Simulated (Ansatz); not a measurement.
These are PBE (plane waves to 420 eV, PAW; Ansatz, a quantum-chemistry and plane-wave program) values and carry that method's errors.

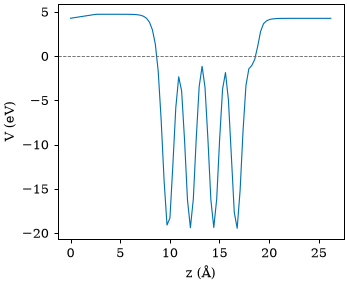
Fig. 1. Plane-averaged electrostatic potential energy along the normal, in eV from the Fermi level, for Ni on the 1x1 (110) surface of bcc Ta, one in a 2x2 cell, started at the site 'bridge Ta-Ta (span 3.3 Å)'

Set-up: 17 atoms, 6.8 Å thick at the start under the adsorbate (thin: gaps and levels are the slab's own); mesh 5x5x1; 0.1 eV smearing; dipole correction on; 8 atoms held, the rest relaxed; start symmetry kept, larger cells not searched; spin-polarised, no spin-orbit, no U, no dispersion correction. The starting moment vanished. At the end it is bonded to 4 Ta. In PBE it is, or lies within 0.03 eV of, the lowest of the starts that converged.

The vacuum level lies 4.27 eV above the Fermi level over the top face and 4.73 eV above it under the bottom face.
